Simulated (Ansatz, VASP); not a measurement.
## Rh (Rhodium) in two plane-wave programs

Wanted: the spread between two codes on one cell, functional and k mesh. Valence electrons are named where the data sets of a main pair hold unlike numbers.

Method: plane waves, with VASP 6.6.1 beside it; single point at PBE, band structure at PBE, spin-orbit coupling and single point at PBE, spin-orbit coupling, in Ansatz 0.2.0.

### 1. Set-up

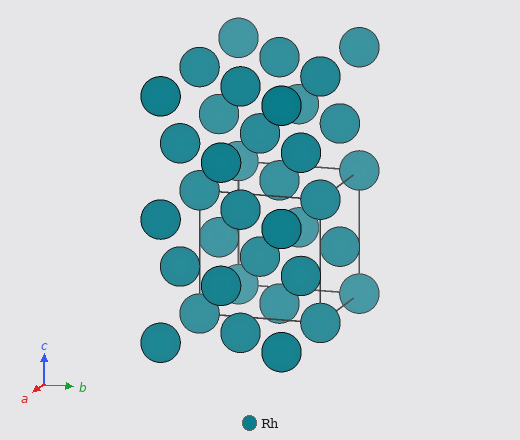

Start, viewed slightly off an axis; rhodium blue. 2×1×2 cells are drawn. This picture shows the conventional cell, with its axes. Some periodic images of atoms are drawn too.

### 2. Ansatz: single point, PBE

Ansatz runs on its default PAW (the set named soft_2) files.

With cell and atoms fixed, the geometry can't cause a difference; cores, projectors, grids and the points listed under the comparison can.

input.yaml

```yaml
crystal:
  lattice:
    - [0.0, 1.90155, 1.90155]
    - [1.90155, 0.0, 1.90155]
    - [1.90155, 1.90155, 0.0]
  atoms:
    - { symbol: Rh, position: [0.0, 0.0, 0.0] }
hamiltonian:
  xc: pbe
  pseudopotentials: { kind: paw }
kpoints:
  mp_grid: { grid: [12, 12, 12] }
scf:
  occupations: { method: fermi_dirac, width: 0.05 }
  n_extra_bands: 4
output:
  forces: true
  stress: true
  eigenvalues: true
```

Run with:

```sh
ansatz run input.yaml --threads 2 --pin off --max-ram 4608MiB --backend cpu --events-out ev --progress --plain --runs-dir out
```

Numbers of over 12 decimals in the logs are rounded to 6 here.

Log:

```text
scf.n_extra_bands = 4 over 9 filled bands (N_el = 17.0): the run solves 13 bands
Engine: ansatz 0.2.0, aarch64-unknown-linux-gnu
Pseudopotentials: kind: paw
Pseudopotential: Rh, paw, valence charge 17, recommended cutoff 420 eV (normal), Rh.paw.azcp
Functional definition: PBE
  parameter kappa = 0.804
  parameter beta = 0.066725
  exchange = pbe_x(kappa = kappa, mu = beta*pi^2/3)
  correlation = pbe_c(beta = beta)
Crystal: 1 atoms, lattice volume = 13.752 Å³
Basis set: ecut = 420 eV, 283 PW (Γ), exchange–correlation on 36×36×36 points (8 copies of the dense FFT grid, shifted against one another)
Bands: 13, of which v1, the nominal top of the filled ones, is band 9 counted from 1 (8 counted from 0)
Symmetry: 48 space group operations
Space group: Fm-3m (ITA 225), of the structure as read, at distance tolerance 2.4e-5 Å
k-points: 72 of 1728
Non-local potential: Rh, projectors of the file, l = 0: 3, l = 1: 2, l = 2: 2, l = 3: 1
PAW form: soft (Blöchl's): semilocal exchange-correlation on the pseudo side does not see the compensation charge
PAW one-centre angular grid: Rh, 590 points (default); XC on 64 Gauss nodes
Initial density: superposition of atomic densities (neutral atoms: chi_scale 0, normalization atom), corrected by the library's trained network
Initial wavefunctions: pseudopotential atomic-orbital guess
Functional: x = pbe(κ = 0.804, μ = 0.219515), c = pbe(β = 0.066725)
SCF iter   1: F=—  HF=-6402.890923 eV  |F-HF|=—  |Δ(HF+E_count)|=         —  Δρ=2.76e-3  dr2=1.79e-4  ethr=1.77e-3  ⟨swp⟩=5.2  Hψ=5239  notcnv=0
preconditioner: auto → none  [metal: Δε(μ)=0.112 eV  Ē_g=13.981 eV  σ=0.050 eV  W_gap=0.49  n_scr=0 (ndim 8)  ℏωp=30.0 eV  f_vac=0.000  D(μ)=0.96/eV (n_scr^D=14)]
SCF iter   2: F=—  HF=-6402.891036 eV  |F-HF|=—  |Δ(HF+E_count)|=   1.13e-4  Δρ=1.41e-3  dr2=4.34e-5  ethr=1.05e-6  ⟨swp⟩=2.6  Hψ=2179  notcnv=0
SCF iter   3: F=—  HF=-6402.891083 eV  |F-HF|=—  |Δ(HF+E_count)|=   4.73e-5  Δρ=1.40e-4  dr2=6.19e-7  ethr=2.55e-7  ⟨swp⟩=2.1  Hψ=1293  notcnv=0
SCF iter   4: F=—  HF=-6402.891083 eV  |F-HF|=—  |Δ(HF+E_count)|=   1.43e-8  Δρ=5.43e-5  dr2=1.34e-7  ethr=3.64e-9  ⟨swp⟩=2.6  Hψ=1447  notcnv=0
SCF iter   5: F=—  HF=-6402.891083 eV  |F-HF|=—  |Δ(HF+E_count)|=   7.52e-8  Δρ=4.55e-5  dr2=2.65e-7  ethr=7.87e-10  ⟨swp⟩=2.0  Hψ=1309  notcnv=0
SCF iter   6: F=-6402.891083 eV  HF=-6402.891083 eV  |F-HF|=1.78e-9  |Δ(HF+E_count)|=   7.67e-8  Δρ=5.21e-6  dr2=2.71e-9  ethr=5.88e-10  ⟨swp⟩=2.6  Hψ=3202  notcnv=0
SCF 1 converged in 6 iterations: F = -6402.891083 eV  dr2 = 2.71e-9
  greatest PAW one-centre occupation: 1.000 electrons in one spin orbital (limit 2), on the Rh atom at site 0 (counted from 0), in its partial waves of l = 0
SCF converged after 6 iterations
Free energy (F): -6402.891083 eV
Harris-Foulkes:  -6402.891083 eV  (|F-HF|=1.78e-9)
Internal energy: -6402.882642 eV  (E = F + TS)
E sigma→0 (E₀):  -6402.886862 eV
Entropy (-TS):   -0.008441 eV (-8.441 meV/atom)
Fermi energy:    22.394007 eV
--- Per-component energies (eV) ---
  E_band       = -85.541515
  E_kinetic    = 573.420476
  E_local      = -1563.096266  (includes V_loc(G=0)·N_el)
  E_nonlocal   = 354.401334
  E_hartree    = 549.725683
  E_xc         = -222.053053
  E_vxc        = -278.783304  (∫ρ·V_xc dr)
  E_paw        = -3586.815906  (= ΣΔE_a)
  E_vpaw       = -270.938067  (= ΣTr[D̂ρ^β])
  E_aug_tail   = 0.000848  (compensation charges beyond the density's cutoff)
  E_ewald      = -2508.465759
  E_smearing   = -0.008441  (= −TS)
  E_closure    = -0.000000  (closes the sum)
  Σ components = -6402.891083   (vs F -6402.891083, Δ=0.00e0)
--- Forces (eV/Å), atoms counted from 1 ---
  atom   1  Rh     0.00000000     0.00000000     0.00000000
  max |Σ_I F_I| component: 3.90e-32 eV/Å
--- Stress (GPa, compression-positive) ---
        5.581028       0.000000       0.000000
       -0.000000       5.581028      -0.000000
        0.000000       0.000000       5.581028
  P = ⅓ Tr σ = 5.5810 GPa (55.810 kbar)
--- Band table (eV; the first three rows and the last of 72) ---
  k-point 0: bands = [... 5 lower, 19.2947, 19.2947, 19.2947, 21.3778, 21.3778, 38.1895, 43.5208, 43.5208]
  k-point 1: bands = [... 5 lower, 19.1770, 19.4007, 19.4007, 21.3215, 21.3215, 38.5776, 42.2145, 43.9230]
  k-point 2: bands = [... 5 lower, 18.9682, 19.6150, 19.6150, 21.2750, 21.2750, 39.3981, 39.9398, 45.0399]
  k-point 71: bands = [... 5 lower, 18.5760, 18.5760, 21.1689, 23.3629, 32.0023, 32.0023, 33.6112, 35.0236]
```

The job ended after 0.5 s (2 threads of Arm Neoverse V1, shared host; peak memory 0.31 GiB; 0.88 s of CPU time).

The run ends at a pressure of 5.58 GPa.

### 3. VASP: single point, PBE

The same cell, functional, mesh and smearing now go to VASP, with its own data sets.

Lines of VASP's logs that name or quote its potential files are left out, and so is its time.

INCAR

```
SYSTEM = Rh
PREC = Accurate
ENCUT = 400
EDIFF = 1E-06
NELM = 100
ISMEAR = -1
SIGMA = 0.05
LREAL = .FALSE.
ALGO = Normal
GGA = PE
NBANDS = 13
LASPH = .TRUE.
LORBIT = 11
LWAVE = .FALSE.
LCHARG = .FALSE.
KPAR = 2
ISIF = 2
```

POSCAR

```
Rh
1.0
    0.0000000000      1.9015500000      1.9015500000
    1.9015500000      0.0000000000      1.9015500000
    1.9015500000      1.9015500000      0.0000000000
Rh
1
Direct
    0.0000000000      0.0000000000      0.0000000000
```

KPOINTS

```
Automatic mesh
0
Gamma
12 12 12
0 0 0
```

The projector-augmented-wave data sets are Rh_pv (PBE family, release 64).

Run with:

```sh
mpirun -np 2 vasp_std
```

Log:

```text
[banner, memory and clock lines left out]
running    2 mpi-ranks, on    1 nodes
 distrk:  each k-point on    1 cores,    2 groups
 distr:  one band on    1 cores,    1 groups

 POSCAR found type information on POSCAR Rh
 POSCAR found :  1 types and       1 ions
 LDA part: xc-table for (Slater+PW92), standard interpolation
 POSCAR, INCAR and KPOINTS ok, starting setup
 FFT: planning ... GRIDC
 FFT: planning ... GRID_SOFT
 FFT: planning ... GRID
 WAVECAR not read
 entering main loop
       N       E                     dE             d eps       ncg     rms          rms(c)
DAV:   1     0.100040667297E+03    0.10004E+03   -0.77641E+03  1906   0.102E+03
DAV:   2    -0.652890827539E+01   -0.10657E+03   -0.10140E+03  1992   0.314E+02
DAV:   3    -0.775940196634E+01   -0.12305E+01   -0.12289E+01  2222   0.381E+01
DAV:   4    -0.776540514638E+01   -0.60032E-02   -0.60026E-02  2137   0.270E+00
DAV:   5    -0.776547865651E+01   -0.73510E-04   -0.73506E-04  2310   0.269E-01    0.101E+01
DAV:   6    -0.727553473603E+01    0.48994E+00   -0.82012E-01  2112   0.134E+01    0.365E+00
DAV:   7    -0.726220551878E+01    0.13329E-01   -0.76142E-02  2327   0.226E+00    0.156E+00
DAV:   8    -0.725868189288E+01    0.35236E-02   -0.63443E-03  2072   0.110E+00    0.106E-01
DAV:   9    -0.725850939118E+01    0.17250E-03   -0.31996E-04  2222   0.255E-01    0.139E-02
DAV:  10    -0.725850984149E+01   -0.45031E-06   -0.12831E-05  2207   0.482E-02    0.860E-03
DAV:  11    -0.725850842631E+01    0.14152E-05   -0.69944E-07  1516   0.106E-02    0.283E-04
DAV:  12    -0.725850838259E+01    0.43719E-07   -0.27743E-08  1421   0.225E-03
   1 F= -.72585084E+01 E0= -.72542813E+01  d E =-.845412E-02
```

OUTCAR, selected parts (step 3):

```text
ion  position               nearest neighbor table
   1  0.000  0.000  0.000-

  LATTYP: Found a face centered cubic cell.
 ALAT       =     3.8031000000

 Subroutine GETGRP returns: Found 48 space group operations
 (whereof 48 operations were pure point group operations)

The static configuration has the point symmetry O_h .

 Found     72 irreducible k-points:

   k-points           NKPTS =     72   k-points in BZ     NKDIM =     72   number of bands    NBANDS=     13

   dimension x,y,z NGX =    18 NGY =   18 NGZ =   18
   dimension x,y,z NGXF=    36 NGYF=   36 NGZF=   36

   ENCUT  =  400.0 eV  29.40 Ry    5.42 a.u.   4.39  4.39  4.39*2*pi/ulx,y,z

   NELECT =      15.0000    total number of electrons

 k-points in reciprocal lattice and weights: Automatic mesh
   0.00000000  0.00000000  0.00000000       0.001
   0.08333333  0.00000000  0.00000000       0.005
   0.16666667  0.00000000  0.00000000       0.005
   0.25000000  0.00000000  0.00000000       0.005
   0.33333333  0.00000000  0.00000000       0.005
   0.41666667  0.00000000  0.00000000       0.005
   0.50000000  0.00000000  0.00000000       0.002
   0.08333333  0.08333333  0.00000000       0.003
   0.16666667  0.08333333  0.00000000       0.014
[...]
-0.33333333  0.50000000  0.16666667       0.007
  -0.25000000  0.50000000  0.25000000       0.003

 average (electrostatic) potential at core
       1 -70.8057

 E-fermi :  11.9070

 k-point     1 :       0.0000    0.0000    0.0000
  band No.  band energies     occupation
    ...
      5       8.8119      2.00000
      6       8.8119      2.00000
      7       8.8119      2.00000
      8      10.8947      2.00000
      9      10.8947      2.00000
     10      27.8996      0.00000
     11      32.4083      0.00000
     12      33.3573      0.00000
     13      33.3573      0.00000

 k-point     2 :       0.0833    0.0000    0.0000
  band No.  band energies     occupation
    ...
      5       8.6938      2.00000
      6       8.9176      2.00000
      7       8.9176      2.00000
      8      10.8382      2.00000
      9      10.8382      2.00000
     10      28.2931      0.00000
     11      31.9651      0.00000
     12      32.4112      0.00000
     13      33.7623      0.00000

 k-point     3 :       0.1667    0.0000    0.0000
  band No.  band energies     occupation
    ...
      5       8.4845      2.00000
      6       9.1314      2.00000
      7       9.1314      2.00000
      8      10.7905      2.00000
      9      10.7905      2.00000
     10      29.0999      0.00000
     11      29.6249      0.00000
     12      32.4094      0.00000
     13      34.8845      0.00000

  Total        0.3707019      0.3707019      0.3707019     -0.0000000     -0.0000000      0.0000000
  in kB       43.1898959     43.1898959     43.1898959     -0.0000000     -0.0000000      0.0000000
  external PRESSURE =      43.1898959 kB  Pullay stress =       0.0000000 kB

  energy-cutoff  :      400.00
  volume of cell :       13.75
      direct lattice vectors                 reciprocal lattice vectors
     0.000000000  1.901550000  1.901550000    -0.262943388  0.262943388  0.262943388
     1.901550000  0.000000000  1.901550000     0.262943388 -0.262943388  0.262943388
     1.901550000  1.901550000  0.000000000     0.262943388  0.262943388 -0.262943388

 POSITION                                       TOTAL-FORCE (eV/Angst)
 -----------------------------------------------------------------------------------
      0.00000      0.00000      0.00000        -0.000000     -0.000000     -0.000000
 -----------------------------------------------------------------------------------
    total drift:                                0.000000     -0.000000     -0.000000

  FREE ENERGIE OF THE ION-ELECTRON SYSTEM (eV)
  ---------------------------------------------------
  free  energy   TOTEN  =        -7.2585083826 eV

  energy  without entropy=       -7.2500542613  energy(sigma->0) =       -7.25428132

 total charge
# of ion       s       p       d       tot
------------------------------------------
    1        0.415   6.304   7.066  13.785

[... 3 further parts left out ...]
```

This run has no spin polarisation. Its electron count is odd, so without a moment it is a metal by construction. At this level the cell is under a pressure of 4.3 GPa, so at these settings it is away from equilibrium.

### 4. Side by side

Known differences besides the potentials themselves: the data sets hold 17 valence electrons in Ansatz (on its default PAW (the set named soft_2) files) and 15 in VASP; the cutoff is 420 eV in Ansatz and 400 eV in VASP. Total energies have different zeros and are not compared.

Both answers:

```tsv
quantity	Ansatz	VASP	difference
pressure (GPa)	5.58	4.32	+1.26
pressure without Ansatz's Pulay correction (GPa)	5.46	4.32	+1.15
```

Ansatz's pressure holds a Pulay correction of 0.12 GPa; VASP's holds none.

### 5. What the set-up changes

Further runs change the set-up of one program: Ansatz's method, potentials or start, or VASP's data sets, cutoff or form of LDA. The table gives Ansatz less VASP for each quantity, since a change that brings one quantity closer may part another.

```tsv
run	pressure (GPa)	pressure without Ansatz's Pulay correction (GPa)
as above	1.3	1.1
Ansatz's all-electron LAPW method	1.2	
Ansatz's larger PAW set (cutoff 640 eV)	1.3	
norm-conserving potentials (cutoff 1197 eV)	1.3	1.2
```

### 6. VASP: band structure, PBE, spin-orbit coupling

With cell and atoms fixed, the geometry can't cause a difference; cores, projectors, grids and the points listed under the comparison can.

INCAR, as its differences from that of step 3:

```diff
@@ -10,4 +10,9 @@
 GGA = PE
-NBANDS = 13
+LNONCOLLINEAR = .TRUE.
+MAGMOM = 0 0 0
+NBANDS = 26
+GGA_COMPAT = .FALSE.
 LASPH = .TRUE.
+LSORBIT = .TRUE.
+LMAXMIX = 4
 LORBIT = 11
@@ -16,2 +21 @@
 KPAR = 2
-ISIF = 2
```

POSCAR is that of step 3.

KPOINTS

```
Automatic mesh
0
Gamma
15 15 15
0 0 0
```

KPOINTS_OPT

```
Line mode
16
Line-mode
Reciprocal
  0.00000000   0.00000000   0.00000000 GAMMA
  0.50000000   0.00000000   0.50000000 X

  0.50000000   0.00000000   0.50000000 X
  0.50000000   0.25000000   0.75000000 W

  0.50000000   0.25000000   0.75000000 W
  0.37500000   0.37500000   0.75000000 K

  0.37500000   0.37500000   0.75000000 K
  0.00000000   0.00000000   0.00000000 GAMMA

  0.00000000   0.00000000   0.00000000 GAMMA
  0.50000000   0.50000000   0.50000000 L

  0.50000000   0.50000000   0.50000000 L
  0.62500000   0.25000000   0.62500000 U

  0.62500000   0.25000000   0.62500000 U
  0.50000000   0.25000000   0.75000000 W

  0.50000000   0.25000000   0.75000000 W
  0.50000000   0.50000000   0.50000000 L

  0.50000000   0.50000000   0.50000000 L
  0.37500000   0.37500000   0.75000000 K

  0.62500000   0.25000000   0.62500000 U
  0.50000000   0.00000000   0.50000000 X
```

Run with:

```sh
mpirun -np 2 vasp_ncl
```

Log:

```text
[... set-up lines as in an earlier step ...]
 entering main loop
       N       E                     dE             d eps       ncg     rms          rms(c)
DAV:   1     0.144162915867E+03    0.14416E+03   -0.75413E+03  6296   0.110E+03
DAV:   2    -0.431028425216E+01   -0.14847E+03   -0.14228E+03  6496   0.374E+02
DAV:   3    -0.789135242700E+01   -0.35811E+01   -0.35608E+01  7090   0.650E+01
DAV:   4    -0.791376152424E+01   -0.22409E-01   -0.22404E-01  7180   0.517E+00
[...]
DAV:  10    -0.741214883721E+01    0.29597E-04   -0.37364E-05  7066   0.891E-02    0.840E-03
DAV:  11    -0.741215042856E+01   -0.15913E-05   -0.14270E-06  6954   0.122E-02    0.152E-03
DAV:  12    -0.741215046331E+01   -0.34749E-07   -0.11030E-07  4266   0.460E-03
   1 F= -.74121505E+01 E0= -.74066871E+01  d E =-.109266E-01  mag=     0.0000    -0.0000     0.0000
 Start KPOINTS_OPT (optional k-point list driver)
k-point batch [1-120\160]
       N       E                     dE             ncg
DAV:   1     0.283178506261E+04   -0.60172E+05     6360
DAV:   2    -0.150632215850E+05   -0.17895E+05     6586
DAV:   3    -0.154942051656E+05   -0.43098E+03     7054
DAV:   4    -0.154970390623E+05   -0.28339E+01     7388
DAV:   5    -0.154970753733E+05   -0.36311E-01     7166
DAV:   6    -0.154970759326E+05   -0.55926E-03     7132
DAV:   7    -0.154970759414E+05   -0.87939E-05     5736
DAV:   8    -0.154970759416E+05   -0.27279E-06     4736
k-point batch [121-160\160]
       N       E                     dE             ncg
DAV:   1     0.419202902506E+05   -0.25003E+05     2128
DAV:   2     0.361154096304E+05   -0.58049E+04     2224
DAV:   3     0.359752360474E+05   -0.14017E+03     2202
DAV:   4     0.359743182305E+05   -0.91782E+00     2476
DAV:   5     0.359743053378E+05   -0.12893E-01     2488
DAV:   6     0.359743050688E+05   -0.26899E-03     2408
DAV:   7     0.359743050637E+05   -0.50486E-05     2050
DAV:   8     0.359743050636E+05   -0.15525E-06     1552
```

From OUTCAR (step 6):

```text
  Total        0.4125932      0.4125932      0.4125932      0.0000000     -0.0000000      0.0000000
  in kB       48.0705812     48.0705812     48.0705812      0.0000000     -0.0000000      0.0000000
  external PRESSURE =      48.0705812 kB  Pullay stress =       0.0000000 kB

 POSITION                                       TOTAL-FORCE (eV/Angst)
 -----------------------------------------------------------------------------------
      0.00000      0.00000      0.00000         0.000000      0.000000     -0.000000
 -----------------------------------------------------------------------------------
    total drift:                                0.000000     -0.000000      0.000000

  FREE ENERGIE OF THE ION-ELECTRON SYSTEM (eV)
  ---------------------------------------------------
  free  energy   TOTEN  =        -7.4121504633 eV

  energy  without entropy=       -7.4012238304  energy(sigma->0) =       -7.40668715

 magnetization (x)
# of ion       s       p       d       tot
------------------------------------------
    1        0.000  -0.000  -0.000  -0.000

 magnetization (y)
# of ion       s       p       d       tot
------------------------------------------
    1        0.000  -0.000  -0.000  -0.000

 magnetization (z)
# of ion       s       p       d       tot
------------------------------------------
    1        0.000  -0.000  -0.000  -0.000

[... 1 part as in an earlier step ...]

[... 2 further parts left out ...]
[key lines of the parts left out:]
E-fermi :  11.9191
```

At this level the cell is under a pressure of 4.8 GPa, so at these settings it is away from equilibrium.

### 7. Ansatz: band structure, PBE, spin-orbit coupling

The same cell, functional, mesh and smearing now go to Ansatz, which takes its cutoff from its data sets.

input.yaml

```yaml
crystal:
  lattice:
    - [0.0, 1.90155, 1.90155]
    - [1.90155, 0.0, 1.90155]
    - [1.90155, 1.90155, 0.0]
  atoms:
    - { symbol: Rh, position: [0.0, 0.0, 0.0] }
hamiltonian:
  xc: pbe
  pseudopotentials: { kind: paw_fr }
magnetization:
  noncollinear: true
  spin_orbit: true
kpoints:
  mp_grid: { grid: [15, 15, 15] }
  band_path:
    path:
      - [0.0, 0.0, 0.0]
      - [0.16667, 0.0, 0.16667]
      - [0.33333, 0.0, 0.33333]
      - [0.5, 0.0, 0.5]
      - [0.5, 0.08333, 0.58333]
      - [0.5, 0.18333, 0.68333]
      - [0.5, 0.25, 0.75]
      - [0.45, 0.3, 0.75]
      - [0.40833, 0.34167, 0.75]
      - [0.35, 0.35, 0.7]
      - [0.225, 0.225, 0.45]
      - [0.075, 0.075, 0.15]
      - [0.03333, 0.03333, 0.03333]
      - [0.23333, 0.23333, 0.23333]
      - [0.4, 0.4, 0.4]
      - [0.51667, 0.46667, 0.51667]
      - [0.55833, 0.38333, 0.55833]
      - [0.60833, 0.28333, 0.60833]
      - [0.60833, 0.25, 0.64167]
      - [0.55833, 0.25, 0.69167]
      - [0.51667, 0.25, 0.73333]
      - [0.5, 0.3, 0.7]
      - [0.5, 0.38333, 0.61667]
      - [0.5, 0.48333, 0.51667]
      - [0.475, 0.475, 0.55]
      - [0.425, 0.425, 0.65]
      - [0.38333, 0.38333, 0.73333]
      - [0.59167, 0.18333, 0.59167]
      - [0.55, 0.1, 0.55]
      - [0.5, 0.0, 0.5]
    npoints: 1
scf:
  occupations: { method: fermi_dirac, width: 0.05 }
  n_extra_bands: 12
output:
  forces: true
  stress: true
  eigenvalues: true
```

Run with:

```sh
ansatz run input.yaml --threads 2 --pin off --max-ram 4608MiB --backend cpu --events-out ev --progress --plain --runs-dir out
```

Log:

```text
[...]
non-collinear run that drives no moment, with spin-orbit: no starting moment large enough to seed its density (crystal.atoms[].spin), no starting occupations that ask for one, no magnetisation constraint and no magnetic field, so the semilocal B_xc is pinned to zero
Crystal: 1 atoms, lattice volume = 13.752 Å³
[...]
k-point 1: bands = [... 13 lower, 19.2709, 19.5036, 19.5036, 21.3666, 21.3666, 21.3859, 21.3859, 38.4439, ... 8 higher]
  k-point 2: bands = [... 13 lower, 19.4128, 19.6676, 19.6676, 21.2710, 21.2710, 21.3502, 21.3502, 39.0829, ... 8 higher]
  k-point 119: bands = [... 13 lower, 18.8625, 21.2196, 21.2196, 23.3070, 23.3070, 31.5279, 31.5279, 31.8646, ... 8 higher]
[key lines of the parts left out:]
SCF converged after 6 iterations
Magnetization: |M| = 0.0000 μB,  M = (+0.0000, +0.0000, +0.0000) μB
Free energy (F): -6404.701788 eV
Fermi energy:    22.413926 eV
P = ⅓ Tr σ = 5.9484 GPa (59.484 kbar)
```

It took 6.1 s on 2 threads; peak memory 0.43 GiB; 12 s of CPU time.

(Part 1 of 2 ends here.)

[Lines on the potential files, build, host, timing and source positions are cut from VASP's logs without a mark.]

[Logs are printed without paths, hosts, clocks, repeated set-up lines and the standing remarks that a program may print on its own settings, such as how far it seeks lower states.]

[Hosts, paths, dates, database ids (printed as entryN), source tags and the programs' standing remarks are cut or masked in the printed files.]
